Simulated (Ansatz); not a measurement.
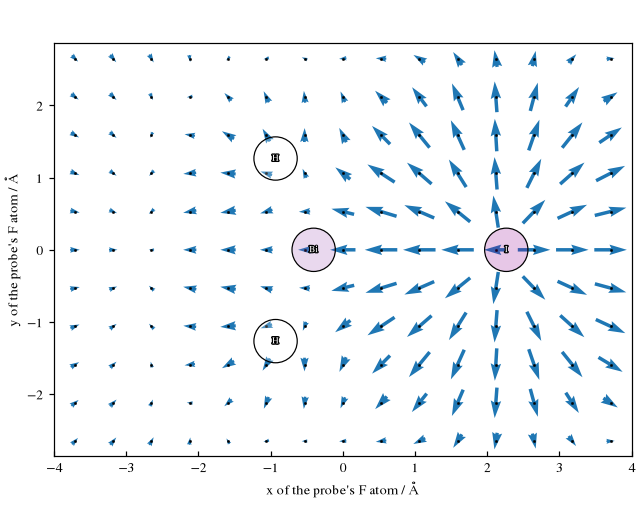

BiH₂I with the probe HF. The probe is moved over a plane parallel to the molecule's main plane, 2.64 Å above it. First axis: x of the probe's F atom. Second axis: y of the probe's F atom. Nothing is relaxed (molecule and probe rigid, the probe upright with F nearest the plane). The scan uses a 15 × 11 grid; 90 points were computed and 75 follow by symmetry. Points are written as (first, second). Computed with RKS PBE0-D4/def2-SVPD in Ansatz.

Drawn: dots at the grid points, arrows along the force (downhill), their lengths compressed, labelled circles for the molecule's atoms, projected on the plane.

The arrows alone are given. Where is the energy lowest?

The arrows converge at about (−2.78 Å, 0.00 Å) (read from the interpolated surface).

The energy map of the same scan:

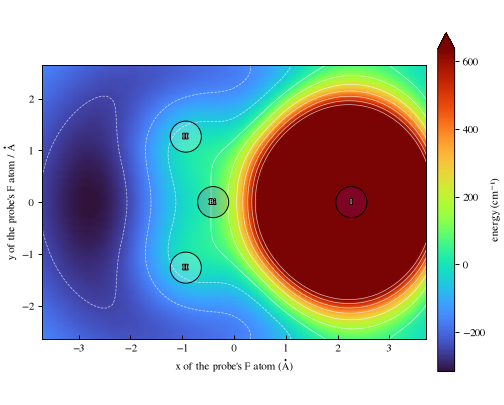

Energies are in cm⁻¹, from molecule and probe far apart, each relaxed in its own basis (no counterpoise correction); between grid points the surface is interpolated.
